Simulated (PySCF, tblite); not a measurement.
# C₄H₇FO₂Si: geometry, infrared bands and NMR shifts

Wanted: the infrared bands and NMR shifts of C₄H₇FO₂Si (`COC1=C[Si@H](F)CO1`), by calculation.

Computed with tblite 0.8.0 and PySCF 2.14.0, with density-fitted response routines of our own, on a single molecule in the gas phase. Atoms are numbered from 0 throughout.

### 1 Starting geometry

15 atoms, charge 0, multiplicity 1; geometry from: force field or distance geometry start.

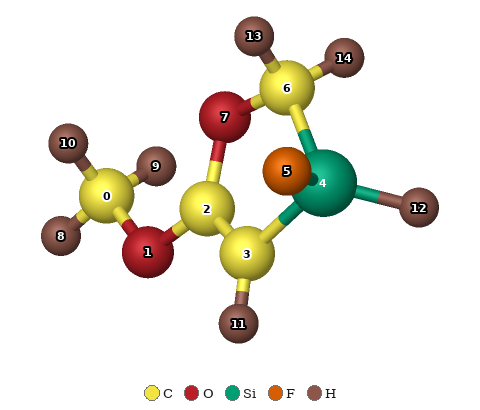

As it starts; carbon yellow, oxygen red, silicon teal, fluorine orange, hydrogen brown, atoms numbered; sticks join atoms by distance.

### 2 Geometry optimisation with GFN2-xTB

Job settings and geometry (Å):

```
{"job": {"kind": "relax", "xc": "GFN2-xTB", "basis": "xTB"}, "charge": 0, "multiplicity": 1}
C      2.611400     0.455200    -0.436900
O      1.640700    -0.505800    -0.859800
C      0.403200    -0.310400    -0.304500
C     -0.611000    -1.112500    -0.674600
Si    -2.169600    -0.677700     0.180900
F     -3.241000    -0.128100    -0.884900
C     -1.236800     0.739900     0.990600
O      0.171100     0.733900     0.614200
H      3.557700     0.220700    -0.924700
H      2.756800     0.413800     0.651300
H      2.298800     1.463200    -0.746400
H     -0.535700    -1.941400    -1.361900
H     -2.714200    -1.712200     1.099800
H     -1.651000     1.704700     0.699000
H     -1.284900     0.664600     2.087000
```

Launch:

```console
> OMP_NUM_THREADS=1 python probes_run.py task.json out
```

This one command runs all jobs of the session in turn.

**Question.** This job is followed by: GFN2-xTB harmonic vibrations, gas phase; GIAO PBE0/pcSseg-1 NMR shielding, non-relativistic, gas phase. What will the session give for the following? strongest single infrared mode (GFN2-xTB); zero-point energy (GFN2-xTB); ¹³C shifts against TMS (PBE0/pcSseg-1); ¹H shifts against TMS (PBE0/pcSseg-1, means over atoms taken as alike); ¹⁷O shifts against H2O (PBE0/pcSseg-1); ²⁹Si shifts against TMS (PBE0/pcSseg-1); ¹⁹F shifts against CFCl3 (PBE0/pcSseg-1).

As calculated:

| quantity | value |
| --- | --- |
| strongest single infrared mode (GFN2-xTB) | 1593 cm⁻¹, 635 km/mol |
| zero-point energy (GFN2-xTB) | 66.2 kcal/mol |
| ¹³C shifts against TMS (PBE0/pcSseg-1) | 186.9, 64.0, 64.0, 55.3 ppm |
| ¹H shifts against TMS (PBE0/pcSseg-1, means over atoms taken as alike) | 5.81, 4.09, 3.93, 3.86, 3.82 ppm |
| ¹⁷O shifts against H2O (PBE0/pcSseg-1) | 145.9, 123.1 ppm |
| ²⁹Si shifts against TMS (PBE0/pcSseg-1) | 19.4 ppm |
| ¹⁹F shifts against CFCl3 (PBE0/pcSseg-1) | -174.4 ppm |

Over 36 steps the energy fell by 0.364 eV; of the close pairs, C2–O7 changed most, 1.410 to 1.346 Å. All 39 modes are real, so the xTB geometry is a minimum. The strongest single mode, at 1593 cm⁻¹, moves mainly C2 and C3. GFN2-xTB is a fitted tight-binding method: band positions and strengths are rough. Its intensities can rank the bands wrongly. C2 (alkene carbon bearing oxygen) lies farthest downfield among carbon, at 186.9 ppm; an sp2 carbon further deshielded by the attached heteroatom. At PBE0/pcSseg-1: The largest span, 202 ppm, is at O7, where the paramagnetic term is -214 ppm.
